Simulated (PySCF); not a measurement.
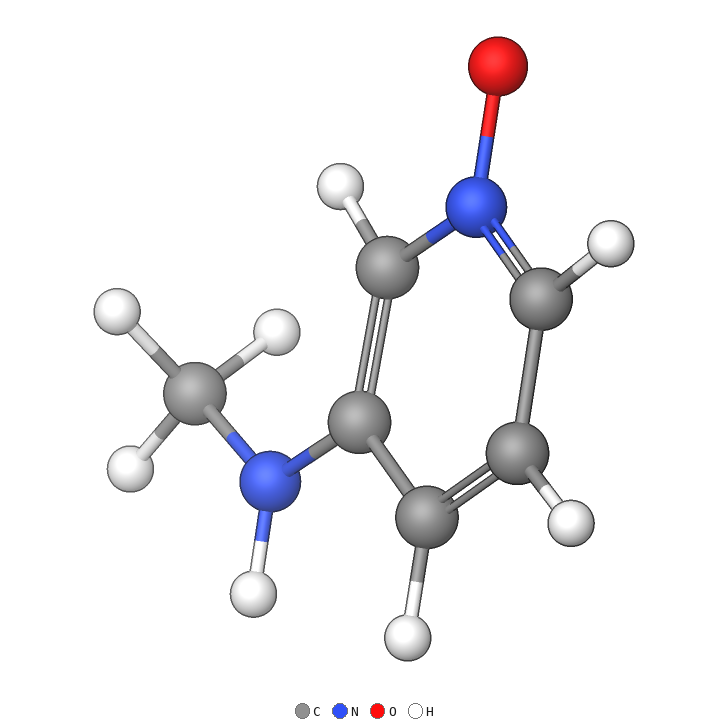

Ball-and-stick drawing of a structure. Multiple sticks mark multiple bonds (one Kekulé form).

The geometry was computed by an optimisation with GFN2-xTB. No frequency run is at hand to confirm it as a minimum.

**What is the molecular formula?**

C6H8N2O, 17 atoms: 6 carbon, 8 hydrogen, 2 nitrogen and 1 oxygen.

**What is its SMILES?**

CNc1ccc[n+]([O-])c1

More results for the same structure follow; atom numbers are the same in all pictures, views and colours differ.

Geometry

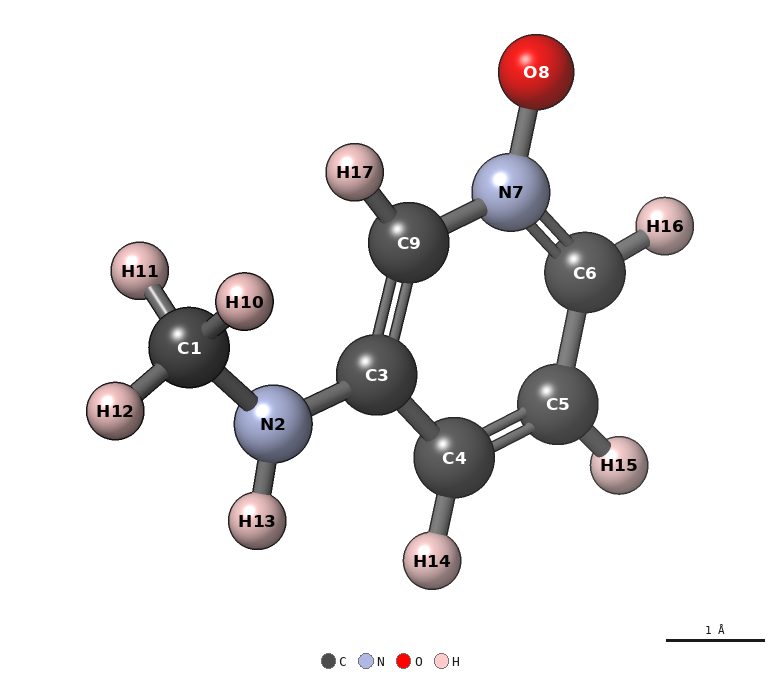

No frequency run is at hand to confirm it as a minimum.

Give these bond angles: C1–N2–H13, N2–C1–H10, C3–C4–C5, C3–C4–H14, C3–C9–N7, C4–C5–C6, C5–C4–H14, C5–C6–N7, C5–C6–H16, C6–N7–O8, C6–N7–C9, O8–N7–C9.

| angle | degrees |
| --- | --- |
| C1–N2–H13 | 118.5 |
| N2–C1–H10 | 111.2 |
| C3–C4–C5 | 118.6 |
| C3–C4–H14 | 120.1 |
| C3–C9–N7 | 122.4 |
| C4–C5–C6 | 120.7 |
| C5–C4–H14 | 121.3 |
| C5–C6–N7 | 120.9 |
| C5–C6–H16 | 123.6 |
| C6–N7–O8 | 120.7 |
| C6–N7–C9 | 119.3 |
| O8–N7–C9 | 120.1 |

Quadrupole coupling

No frequency run is at hand to confirm it as a minimum. Electric field gradients from the ground-state density, PBE0/pcSseg-1 (PySCF 2.14.0), non-relativistic apart from any core potentials.

Give the largest field-gradient component, the quadrupole coupling constant and the asymmetry for 14N at N2 (Q = 20.44 mb), 14N at N7 (Q = 20.44 mb), 17O at O8 (Q = −25.6 mb).

```
atom  V_zz (a.u.)  e²qQ/h (MHz)     η
  N2       −1.231         −5.91  0.08
  N7       −0.199        −0.956  0.60
  O8        2.546        −15.32  0.67
```

Electronic properties

No frequency run is at hand to confirm it as a minimum. Properties computed with PBE0/pcSseg-1, gas phase (PySCF 2.14.0).

**What is the LUMO energy (Kohn–Sham orbital)?**

−0.80 eV.

**Give the HOMO energy (Kohn–Sham orbital) at this level.**

−5.86 eV.

**Give the dipole moment at this level.**

5.67 D.

Ring current

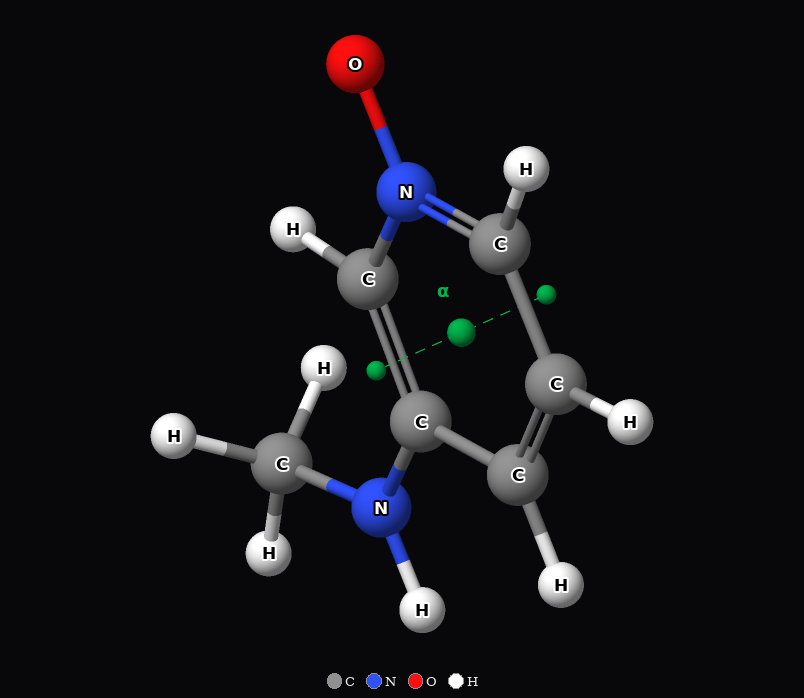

The small points mark where nucleus-independent chemical shifts (NICS) were computed: at the centre of each lettered ring and 1 Å above and below it. No frequency run is at hand to confirm it as a minimum. Method: GIAO PBE0/pcSseg-1 NMR shielding, non-relativistic, gas phase (PySCF 2.14.0).

Give NICS(0), NICS(1) and the out-of-plane component NICS(1)zz for each ring (means of the two sides).

```
ring  members  NICS(0)  NICS(1)  NICS(1)zz
   α      C5N     −6.2     −7.5      −17.7
```

Values in ppm.

**What do the values say about the ring currents?**

Ring α: diatropic, as in an aromatic ring. NICS is one index among several.
